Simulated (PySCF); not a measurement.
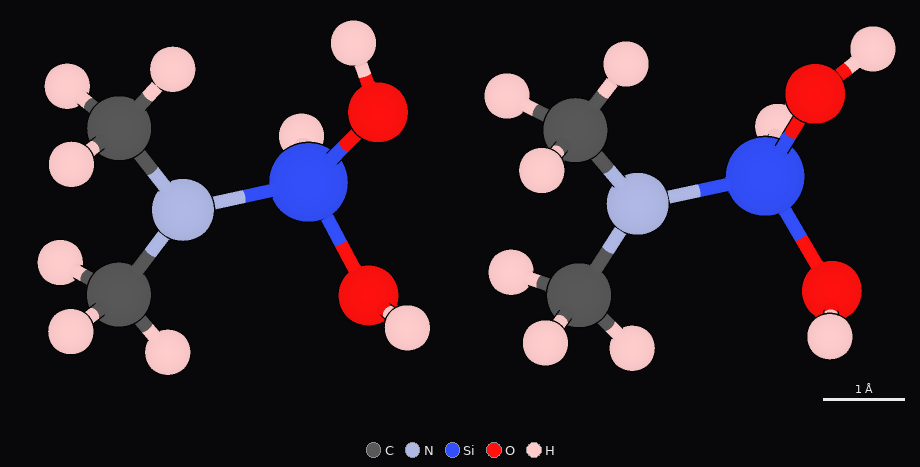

Two geometries of C$_{2}$H$_{9}$NO$_{2}$Si, drawn at one scale. One is the start of a relaxation, the other its converged end. A ball-and-stick model, seen at a tilt.

These are results of PBE0-D3(BJ)/def2-SVP geometry optimisation, gas phase (PySCF 2.14.0, density-fitted response routines), not measurements. 

Question: Which of the two is the end point?

Answer: The right one is the relaxed one. The start comes from GFN2-xTB. Its atoms were then displaced at random by about 0.01 Å. The largest move after the best rigid fit is that of an H atom, 0.84 Å. Largest moves by element: H 0.84 Å, O 0.41 Å, N 0.15 Å, Si 0.10 Å, C 0.07 Å. Among the contacts that change: O–Si 1.595 → 1.663 Å, O–Si 1.615 → 1.661 Å, C–H 1.056 → 1.100 Å, N–Si 1.756 → 1.718 Å. Among the angles between lasting bonds that change: O–Si–O 108.7° → 114.4°, Si–O–H 120.3° → 115.1°, N–Si–O 109.5° → 104.4°. Groups turn about O–Si by about 95°, O–Si by about 30°. The energy falls by 0.360 eV in 17 geometry steps. Cost: 3.8 min on 1 thread of AMD EPYC, on a shared host.
